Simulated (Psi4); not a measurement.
# Two attempts at C2HBF (SMILES C#C[B]F)

Aim: the polarisability of C2HBF at UHF/def2-SV(P) (sfX2C, density fitting).

The calculation is run with Psi4 1.11.

10 further runs of the same task are left out: 6 that didn't finish, 4 set aside as unsound or not needed.

### 1 The structure to begin with

The species is C2HBF (5 atoms), meant as a doublet with charge 0. As SMILES, `C#C[B]F`. Geometry: relaxed at GFN2-xTB.

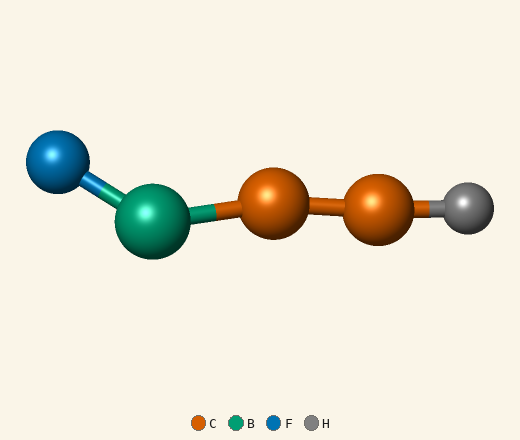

The structure, seen from a chosen angle (carbon orange, boron teal, fluorine blue, hydrogen grey).

### 2 First attempt

c2hbf.dat reads:

```
memory 1.6 GB

molecule geom {
  0 2
  C      0.474210     1.182570    -0.300500
  C      0.054740     0.071670    -0.013790
  B     -0.121090    -1.312180     0.405000
  F     -1.161060    -2.103920     0.468170
  H      0.753200     2.161860    -0.558870
  units bohr
  no_reorient
  no_com
}

set {
  basis        def2-SV(P)
  reference    uhf
  maxiter      60
  relativistic x2c
}

properties('scf', properties=['dipole_polarizabilities'])
```

Launch:

```sh
psi4 c2hbf.dat c2hbf.out -n 1
```

c2hbf.out:

```text
[...]
  Running in c1 symmetry.
[...]
  Nuclear repulsion =  142.987407096064459
[...]
  Multiplicity = 2
[...]
  Nalpha       = 14
  Nbeta        = 13
[...]
    Number of basis functions: 58
[...]
    WARNING: The X2C and Dirac Hamiltonians have substatially different eigenvalues!
             This is probably caused by the recontraction of the basis set.
[...]
   @DF-UHF iter   1:  -193.61524092252833    6.43206e+00   2.04548e-02 ADIIS/DIIS
[...]
   @DF-UHF iter  12:  -194.23296032808486   -4.63557e-08   6.82800e-07 DIIS
[...]
   @S^2 Observed:                7.529365357E-01
[...]
    Orbital Energies [Eh]
    ---------------------
    Alpha Occupied:
       1A    -26.516794     2A    -11.586001     3A    -11.281984
       4A     -7.961134     5A     -1.957851     6A     -1.245356
       7A     -1.160622     8A     -1.099188     9A     -1.023420
      10A     -0.887028    11A     -0.767888    12A     -0.760822
      13A     -0.581815    14A     -0.114347
    Alpha Virtual:
      15A      0.165835    16A      0.178627    17A      0.207088
      18A      0.262632    19A      0.278124    20A      0.279209
      21A      0.437273    22A      0.545030    23A      0.581036
      24A      0.613525    25A      0.703978    26A      0.713731
[...]
  @DF-UHF Final Energy:  -194.23296032808486
   => Energetics <=
    Nuclear Repulsion Energy =            142.9874070960644588
    One-Electron Energy =                -540.8120763473714305
    Two-Electron Energy =                 203.5917089232221429
    Total Energy =                       -194.2329603280848573
  UHF NO Occupations:
  HONO-2 :   12  A 1.9998599
  HONO-1 :   13  A 1.9987871
[...]
 Multipole Moments:
 ------------------------------------------------------------------------------------
     Multipole            Electronic (a.u.)      Nuclear  (a.u.)        Total (a.u.)
 ------------------------------------------------------------------------------------
 L = 1.  Multiply by 2.5417464519 to convert [e a0] to [Debye]
 Dipole X            :          6.0413613           -7.1280900           -1.0867287
 Dipole Y            :         16.5300706          -15.8088800            0.7211906
 Dipole Z            :         -4.2321250            3.7939200           -0.4382050
 Magnitude           :                                                    1.3759065
[...]
```

Wall time 5.1 s (1 thread of Intel Xeon Platinum 8259CL at 2.50GHz (Skylake/Cascade Lake), shared host); peak memory 0.2 GiB.

### 3 Reading the log

It ran to the end. The result can't be trusted all the same.

The cause is that the coordinates are read in the wrong unit, so the molecule is scaled by the ratio of bohr to ångström. As the program read them, the closest atoms are 0.56 Å apart, against 1.05 Å in the sound input.

### 4 Try two

input.inp reads:

```
memory 1600 mb

molecule molecule1 {
  0 2
  C      0.474210     1.182570    -0.300500
  C      0.054740     0.071670    -0.013790
  B     -0.121090    -1.312180     0.405000
  F     -1.161060    -2.103920     0.468170
  H      0.753200     2.161860    -0.558870
  no_reorient
  no_com
}

set {
  basis def2-SV(P)
  reference uhf
  orbital_optimizer_package ooo
  relativistic x2c
}

E, wfn = properties('scf', properties=['dipole_polarizabilities'], return_wfn=True)
```

Launch:

```sh
psi4 -i input.inp -o input.out -n 1
```

input.out:

```text
[...]
  Running in c1 symmetry.
[...]
  Nuclear repulsion =   75.665677248031173
[...]
  Multiplicity = 2
[...]
  Nalpha       = 14
  Nbeta        = 13
[...]
    Number of basis functions: 58
[...]
    WARNING: The X2C and Dirac Hamiltonians have substatially different eigenvalues!
             This is probably caused by the recontraction of the basis set.
[...]
   @DF-UHF iter   1:  -200.20547968798172   -2.00205e+02   6.83192e-03 ADIIS+DIIS
[...]
   @DF-UHF iter  19:  -200.32863207560160   -1.45524e-08   4.26527e-07 Converged
[...]
   @S^2 Observed:                9.018111789E-01
[...]
    Orbital Energies [Eh]
    ---------------------
    Alpha Occupied:
       1A    -26.342472     2A    -11.286883     3A    -11.239248
       4A     -7.704807     5A     -1.619087     6A     -1.045203
       7A     -0.824884     8A     -0.774714     9A     -0.727810
      10A     -0.690276    11A     -0.682284    12A     -0.461652
      13A     -0.436900    14A     -0.339870
    Alpha Virtual:
      15A      0.055544    16A      0.149196    17A      0.195625
      18A      0.257331    19A      0.268535    20A      0.298484
      21A      0.374860    22A      0.415089    23A      0.473875
      24A      0.514803    25A      0.680400    26A      0.685584
[...]
  @DF-UHF Final Energy:  -200.32863207560123
   => Energetics <=
    Nuclear Repulsion Energy =             75.6656772480311730
    One-Electron Energy =                -424.1211577104131152
    Two-Electron Energy =                 148.1268483867807220
    Total Energy =                       -200.3286320756012344
  UHF NO Occupations:
  HONO-2 :   12  A 1.9747509
  HONO-1 :   13  A 1.9508231
[...]
 Multipole Moments:
 ------------------------------------------------------------------------------------
     Multipole            Electronic (a.u.)      Nuclear  (a.u.)        Total (a.u.)
 ------------------------------------------------------------------------------------
 L = 1.  Multiply by 2.5417464519 to convert [e a0] to [Debye]
 Dipole X            :         13.7446016          -13.4701379            0.2744637
 Dipole Y            :         30.6055101          -29.8744536            0.7310565
 Dipole Z            :         -7.3540957            7.1694697           -0.1846260
 Magnitude           :                                                    0.8024093
[...]
```

Run time: 4.2 s. Hardware: 1 thread of Intel Xeon Platinum 8259CL at 2.50GHz (Skylake/Cascade Lake), shared host; peak memory 0.17 GiB.

### 5 Results

At UHF/def2-SV(P) (sfX2C, density fitting):

```
                          quantity          value
                      total energy  -200.32863 Eh
                     dipole moment         2.04 D
HOMO energy (highest over α and β)       -9.25 eV
 LUMO energy (lowest over α and β)        1.51 eV
                              ⟨S²⟩          0.902
        mean static polarisability     29.7 bohr³
```

The first attempt's energy was +165.872 eV off this one. ⟨S²⟩ is 0.90 where a pure doublet has 0.75: the reference is spin-contaminated.
